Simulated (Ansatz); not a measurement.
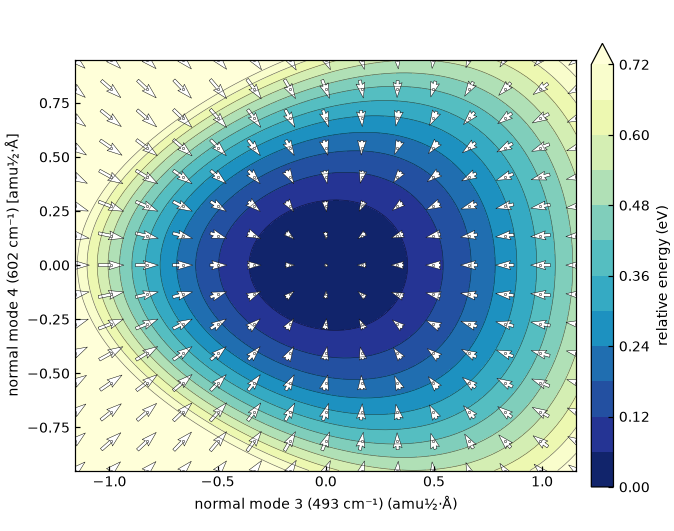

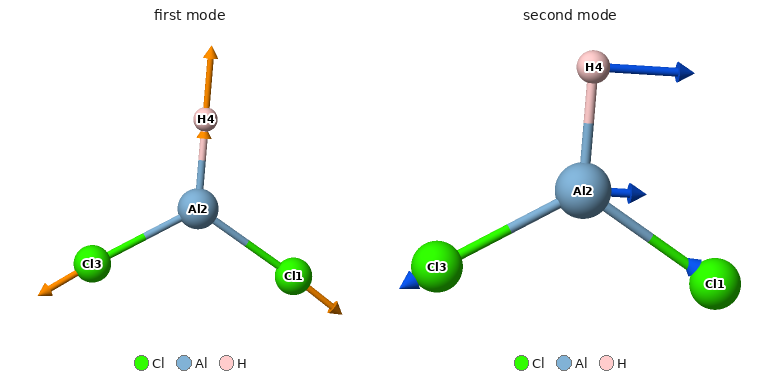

Energy landscape of AlCl2H, SMILES [Cl][AlH][Cl]. Coordinates scanned: (1) normal mode 3 (493 cm⁻¹); (2) normal mode 4 (602 cm⁻¹). Nothing is relaxed (straight displacements along the two mass-weighted modes). The scan uses a 15 × 15 grid; 120 points were computed and 105 follow by symmetry. Energies are in eV, from the lowest grid point. The calculation used RHF/def2-TZVP in Ansatz.

The picture shows filled contours, dots at the grid points, arrows along the force (downhill), their lengths compressed, one colour for all values above the top of the scale. Between grid points the surface is interpolated. The second picture is the structure at the lowest point

Q: Describe this landscape.

A: The lowest grid point is at normal mode 3 (493 cm⁻¹) = 0.000 amu½·Å, normal mode 4 (602 cm⁻¹) = 0.000 amu½·Å. It is the only kind of minimum in the scanned range. The highest grid point, normal mode 3 (493 cm⁻¹) = −1.158 amu½·Å, normal mode 4 (602 cm⁻¹) = −0.949 amu½·Å, lies 2.05 eV above the lowest.

Time for the 120 points that were run: 3.9 min on 1 thread of Arm Neoverse V2, with other jobs on the host.
